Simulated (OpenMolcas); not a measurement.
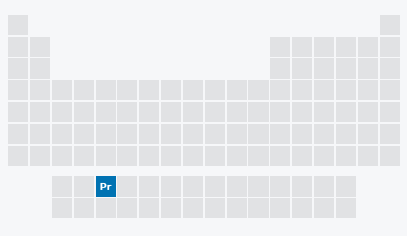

Fig. 1: The place of praseodymium in the periodic table.

## Multiconfigurational calculation, with input and output: Pr²⁺

Pr²⁺. Level asked for: state-averaged CASSCF, active space 3 electrons in the shell 4f, basis ANO-R1, X2C scalar Hamiltonian, spin-orbit coupling by RASSI with atomic mean-field integrals (OpenMolcas).

Input file:
```
&GATEWAY
Coord
1

Pr 0.0 0.0 0.0
Basis=ANO-R1
Group=XYZ
NoMove
AngMom=0.0 0.0 0.0
AMFI
&SEWARD
&RASSCF
FileOrb=start.orb
Symmetry=2
Spin=5
nActEl=3 0 0
Inactive=15 12
Ras2=0 7
CIRoot=35 35 1
SDav=35
CIMx=300
Iter=51 100
PrWF=0.3
OrbListing=Nothing
MaxOrb=0
Atom
>>> COPY $Project.JobIph JOB001
```

The file start.orb holds starting orbitals from an earlier step.

Hardware: 1 thread of AMD EPYC (Zen 3), 64 GiB of memory available, shared host.

Run as:
```bash
OMP_NUM_THREADS=1 MOLCAS_MEM=2252 MOLCAS_PROJECT=a pymolcas a.inp > a.log  # once for each step of the input, in one work folder
```

The program's output (extracts):
```
--- SEWARD ---
Basis set label: PR.ANO-R...7S5P3D2F.

      Electronic valence basis set:
      ------------------
      Associated Effective Charge  59.000000 au
      Associated Actual Charge     59.000000 au
      Nuclear Model: Finite nucleus - Gaussian distribution
        Gaussian exponent, Xi/bohr**(-2):  1.73438E+08

      Shell  nPrim  nBasis  Cartesian Spherical Contaminant
         s      25       7        X
         p      19       5        X
         d      12       3                 X
         f      10       2                 X
                  Relativistic X2C integrals
                  Atomic mean-field integrals
--- RASSCF ---

 Nr of active orbitals     NAC=   7
 Spin degeneracy         ISPIN=   5
 There can be no such wave function.
 ************************************************
--- Stop Module: rasscf at  /rc=_RC_INPUT_ERROR_ ---
.####################.
.# User input error #.
.####################.
```

Outcome:

```
quantity                   value
 outcome  refused by the program
```

Diagnosis:

This input holds a deliberate fault: wrong spin. The program refused the input; the driver noted: RASSCF spin 4: _RC_INPUT_ERROR_.
